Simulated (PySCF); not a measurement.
## Electronic structure of AlClH₄O₃Si₂ ((Cl)1Al(OSiH2)2O) in real space

```xyz
11

Al    0.5252   -1.1885    1.3217
Cl    1.1561   -2.5340    2.7610
O    -0.4021   -1.6546   -0.0269
Si   -0.9091   -0.6825   -1.2749
O    -0.3950    0.8670   -0.9515
Si    0.4992    1.6179    0.2353
O     0.9008    0.4712    1.3689
H    -0.2941   -1.1435   -2.5477
H    -2.3934   -0.6951   -1.3512
H     1.7375    2.1762   -0.3693
H    -0.3271    2.6803    0.8655
```

Geometry: PBE0-D3(BJ)/def2-SVP.

Theory: PySCF, CAM-B3LYP/def2-SVPD, SCF density, gas phase.

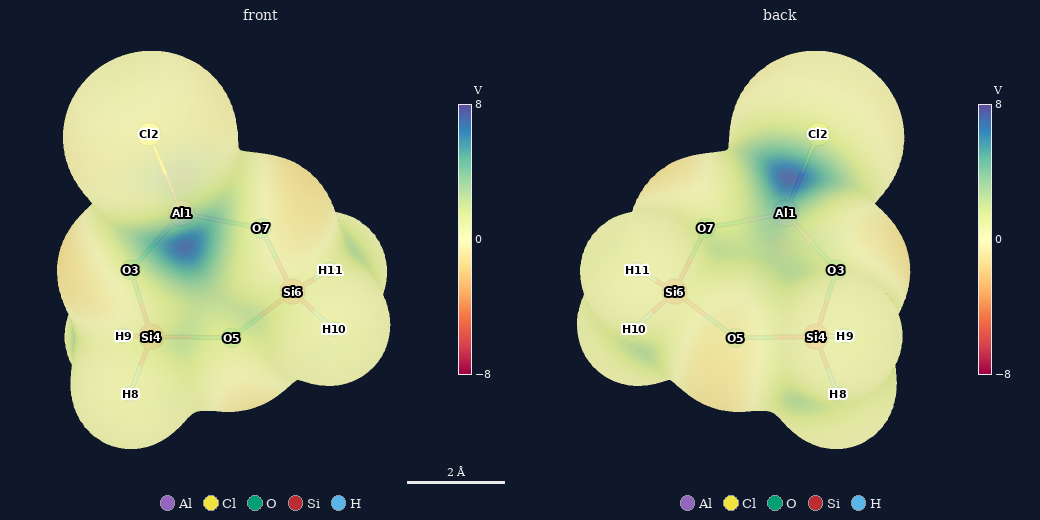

Figure 1. The electrostatic potential painted on the density surface at 0.004 e/bohr³, seen from the front and from behind; the colour scale runs from red (negative) to blue (positive).

Where is the surface potential most negative and most positive?

The most negative region (about −1.1 V) lies over O3 and O7, the most positive (about +6.6 V) over Al1. Cl2 shows a σ-hole: about +0.3 V at the tip opposite its bond, against about −0.2 V on its flanks.

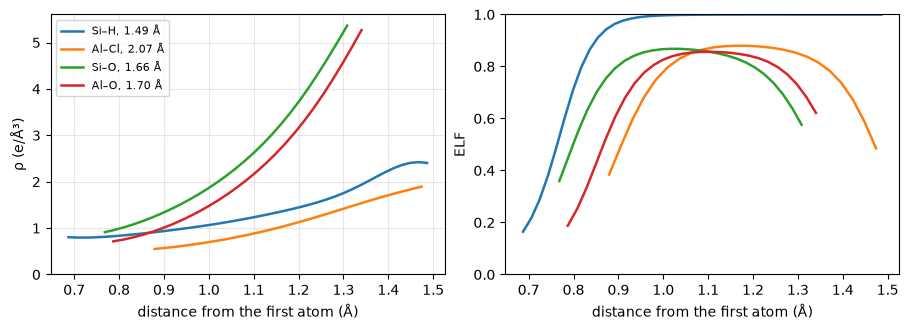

Figure 2. Total electron density and ELF along straight lines between neighbouring atoms. The curves leave out the atomic cores.

What can be read from the curves?

Si–H (1.49 Å): ρ is about 0.8 e/Å³ halfway; the ELF climbs to about 1 towards the hydrogen, as it does in any bond to H.
Al–Cl (2.07 Å): ρ at the midpoint is about 0.75 e/Å³; the ELF peaks at about 0.90 in the valence shell of Cl, 0.9 Å from its nucleus, and is about 0.85 at the midpoint.
Si–O (1.66 Å): ρ at the midpoint is about 1.1 e/Å³; the ELF peaks at about 0.85 between the atoms (a shared but strongly polarised pair).
Al–O (1.70 Å): ρ is about 0.85 e/Å³ halfway; the ELF peaks at about 0.85 in the valence shell of O, 0.6 Å from its nucleus, and is about 0.45 at the midpoint.
